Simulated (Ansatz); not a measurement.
## Electronic structure of CH₅AlSe (SMILES C[Se][AlH2]) in real space

Input

```
basis:
  gaussian: {orbitals: def2-TZVPD}
crystal:
  periodic: [false, false, false]
  atoms:
    - {symbol: C, position_ang: [-0.732838, 0.216894, -0.386954]}
    - {symbol: Al, position_ang: [1.724954, 1.991249, 0.836816]}
    - {symbol: Se, position_ang: [0.606545, 1.461538, -1.102901]}
    - {symbol: H, position_ang: [-1.729960, 0.616372, -0.610406]}
    - {symbol: H, position_ang: [-0.620238, 0.092989, 0.697712]}
    - {symbol: H, position_ang: [-0.603680, -0.752811, -0.883740]}
    - {symbol: H, position_ang: [2.935435, 3.007935, 0.723291]}
    - {symbol: H, position_ang: [1.229629, 1.313737, 2.185948]}
hamiltonian: {xc: pbe0}
output: {forces: true, orbitals: {seedname: orbitals}}
```

Launched as:

```sh
ansatz run input.yaml --threads 2 --pin off --max-ram 4350MiB --events-out events.jsonl --progress --plain --runs-dir runs
```

Geometry: PBE0-D3(BJ)/def2-SVP.

Level of theory: isolated molecule in a Gaussian basis; Kohn-Sham density functional theory, functional PBE0 in Ansatz.

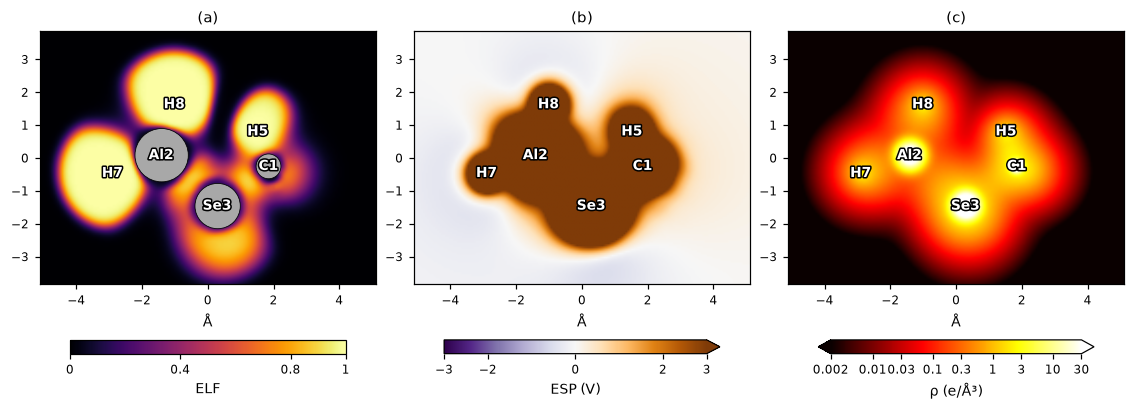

Figure 1. (a) electron localisation function; (b) molecular electrostatic potential; (c) electron density on the plane of atoms Se3, Al2 and H8. Grey discs cover the atomic cores in the ELF map.

Q: What does the map show?

A:
- The plane passes through C, Al, Se and H nuclei.
- C–Se (1.96 Å): ρ is about 0.97 e/Å³ halfway; the ELF peaks at about 0.90 between the atoms (a shared electron pair).
- Al–Se (2.30 Å): ρ at the midpoint is about 0.63 e/Å³; the ELF peaks at about 0.90 between the atoms: a polar covalent bond.
- C–H (1.10 Å): ρ at the midpoint is about 2 e/Å³; the ELF climbs to about 1 towards the hydrogen, as it does in any bond to H; a covalent bond by its length.
- Al–H (1.58 Å): ρ is about 0.56 e/Å³ halfway; the ELF climbs to about 1 towards the hydrogen.
- The ELF also peaks beside Se3, away from the bonds: lone-pair regions.
- Outside the dense part of the molecule the potential is most negative (−0.5 V) near Se3.

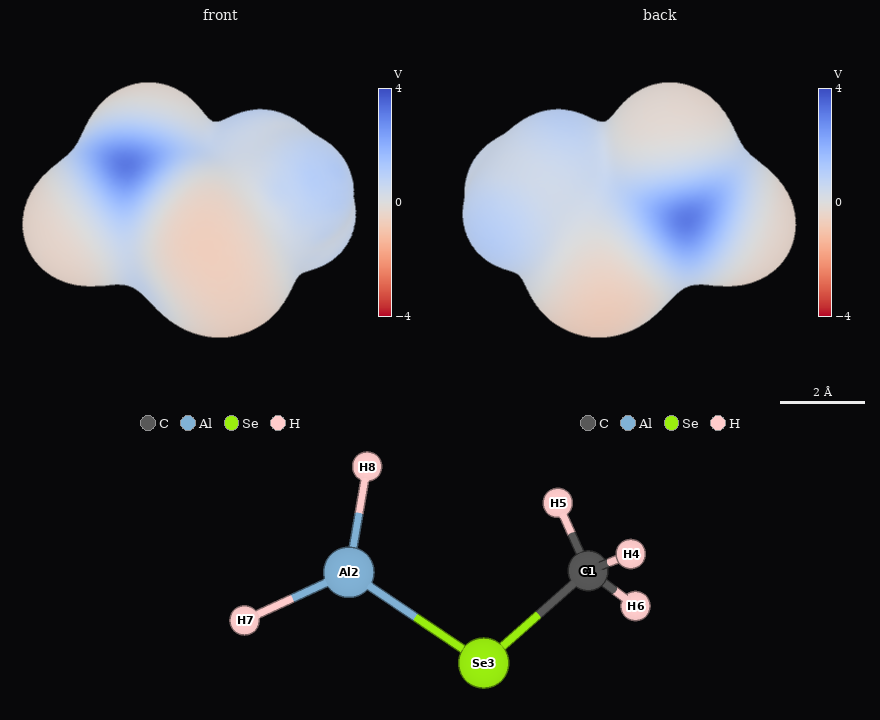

Figure 2. The molecular electrostatic potential painted on the density surface at 0.002 e/bohr³, seen from the front and from behind; the colour scale runs from red (negative) to blue (positive). The bare structure is drawn below in the same view.

Q: Which sites attract a positive test charge, and which a negative one?

A: A positive charge is drawn to the negative regions and a negative charge to the positive ones. The most negative region (about −0.7 V) lies over Se3, the most positive (about +3.0 V) over Al2.

Q: How polar is the molecule by this calculation?

A: Its dipole moment is 1.38 D.

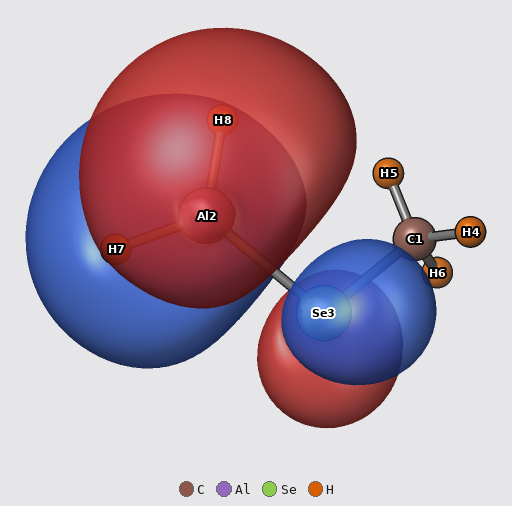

Figure 3. One frontier orbital at ±0.05 Å⁻³ᐟ² (red and blue are the two phases), seen at a tilt.

Q: Which orbital is it: HOMO or LUMO?

A: The LUMO, at −1.38 eV. Its weight (Hirshfeld) is mainly on Al2 (about 75 %) and Se3 (about 15 %).
